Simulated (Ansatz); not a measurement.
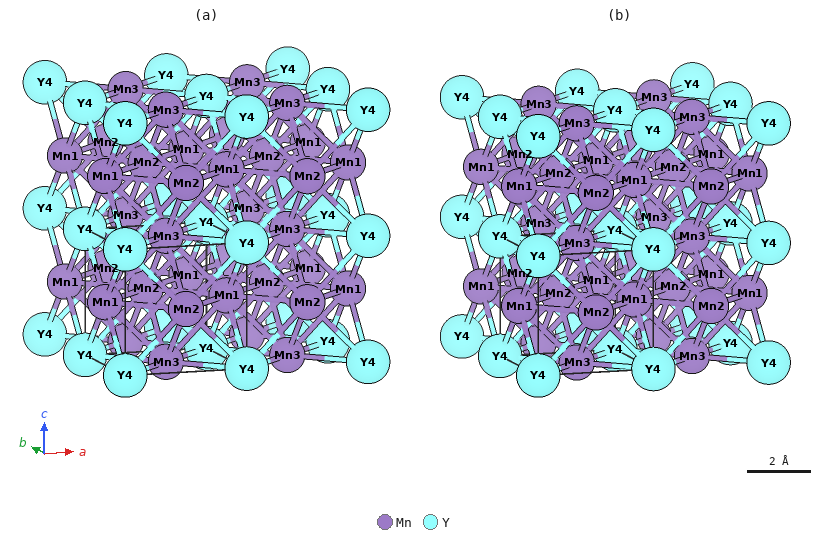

The structure of crystalline YMn$_{3}$ (built on the Cu3Au (L1_2) type) before (left) and after (right) a relaxation, at one scale.

Style: ball-and-stick. Shown: the cell of the calculation, repeated 2 × 2 × 2 with one cell outlined, slightly off an axis.

Case: no spin polarisation.

All numbers below come from Ansatz, DFT PBE, scalar-relativistic, plane waves, PAW. Settings: plane-wave cutoff 420 eV; k-point mesh 10 × 10 × 10; occupations gaussian; smearing width 0.1 eV; no spin polarisation; cell and atoms relaxed; force threshold 0.01 eV/Å; at most 60 steps.

> Describe what moved and what it gained.

The energy falls by 141 meV per atom in 3 accepted moves (4 points after the start). All forces vanish by symmetry, so only the cell relaxes. Pressure: −15.65 GPa at the start and 0.01 GPa at the end. The SCF was repeated once at an unchanged geometry on a basis and grid sized afresh for the cell, which shifted the energy by 0.4 meV per atom at most. The atoms keep their places relative to the cell (all moves are under 0.005 Å). The volume changes by −14.6 %, with a = b = c 4.101 → 3.890 Å (−5.1 %). Near-neighbour distances that change, for instance: Mn1–Y4 2.900 → 2.751 Å, Mn1–Mn2 2.900 → 2.751 Å. The space group stays Pm-3m (No. 221). The run took 31 s on 1 thread of Arm Neoverse V2, with other jobs on the host, peak memory 0.41 GiB.
